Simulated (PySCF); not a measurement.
C7H6NO (SMILES Nc1cccc([C]=O)c1) (doublet)

```xyz
15

N    -2.2014   -1.1481   -0.1457
C    -1.0412   -0.4053   -0.0480
C    -1.1011    0.9247    0.4011
C     0.0687    1.6548    0.5743
C     1.3002    1.1148    0.3190
C     1.3914   -0.2408   -0.1424
C     2.5828   -0.7863   -0.3949
O     3.6346   -1.2480   -0.6187
C     0.1808   -0.9830   -0.3237
H    -3.0562   -0.6241   -0.2401
H    -2.1545   -1.9765   -0.7167
H    -2.0604    1.3704    0.6124
H     0.0047    2.6767    0.9180
H     2.2066    1.6815    0.4551
H     0.2407   -2.0028   -0.6716
```

Geometry: GFN2-xTB.

All numbers below come from PySCF, UKS B3LYP, pcH-1 on C H N O, non-relativistic, mean-field spin-orbit, GIAO.

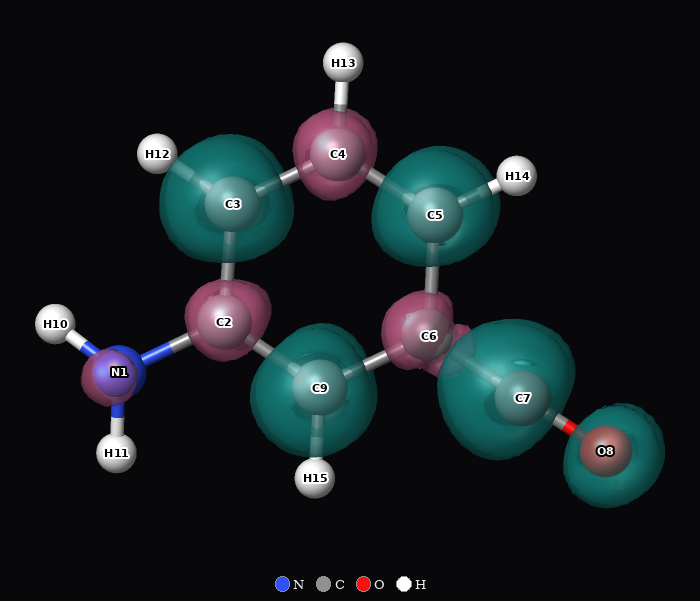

Figure 1. Isosurfaces of the spin density at +0.02 (teal) and −0.02 e/Å³ (pink), seen across its widest extent.

Where is the unpaired spin?

The unpaired spin (1 electron) lies mostly on C7 (about 0.3), C3 (about 0.2), C9 (about 0.2), C5 (about 0.2) and O8 (about 0.2), in electrons by Hirshfeld's partition.

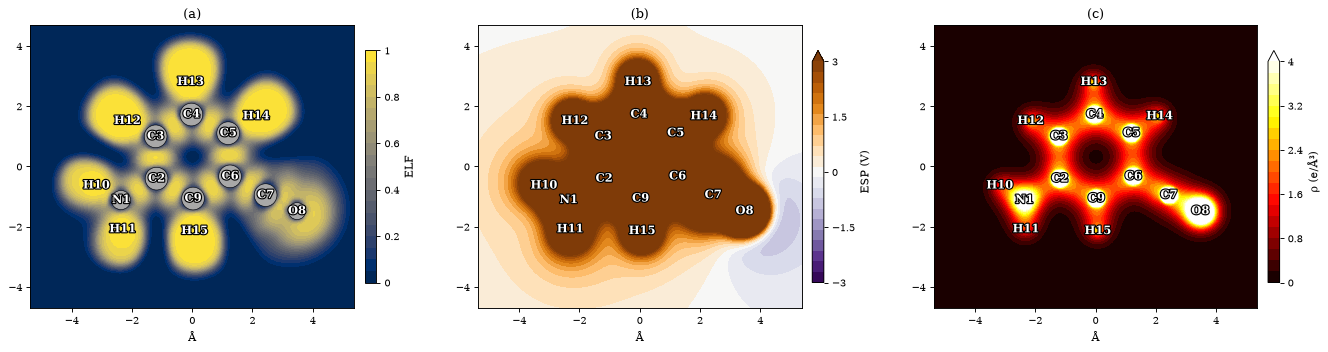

Figure 2. (a) electron localisation function; (b) molecular electrostatic potential; (c) total electron density on the plane of atoms C4, C3 and H12. Grey discs cover the atomic cores in the ELF map.

What does the map show?

- Atoms in the plane: N, C, O and H.
- C–O (1.17 Å): ρ at the midpoint is about 3.5 e/Å³; the ELF peaks at about 0.85 between the atoms; a short, multiple covalent bond.
- C–C (1.33 Å): ρ is about 2.2 e/Å³ halfway; the ELF peaks at about 0.95 between the atoms: a short, multiple covalent bond.
- C–N (1.38 Å): ρ at the midpoint is about 2.2 e/Å³; the ELF peaks at about 0.95 between the atoms; localised, covalent bonding.
- N–H (1.01 Å): the density is about 2.9 e/Å³ at the midpoint; the ELF climbs to about 1 towards the hydrogen, as it does in any bond to H; a covalent bond by its length.
- C–C (1.38 Å): ρ is about 2.1 e/Å³ halfway; the ELF peaks at about 0.95 between the atoms (localised, covalent bonding).
- The ELF also peaks beside O8, away from the bonds: non-bonding electrons, paired or unpaired.
- Outside the dense part of the molecule the potential is most negative (−0.9 V) near O8.

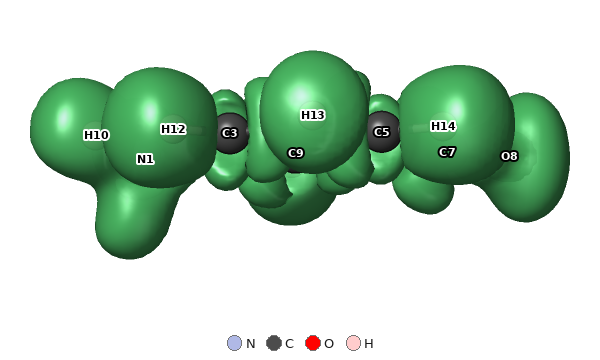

Figure 3. Isosurface of the ELF at 0.75 (green), seen from one side. Core shells and regions of very low density are left out.

Where are the electrons localised?

At this value the surface marks out seven regions between bonded C–C atoms (shared pairs), four regions around hydrogen nuclei, one region on O in which the atom's valence shell and bonds are merged and one joined region spread over several atoms (H, N), in which their bonds and any lone pairs are merged.
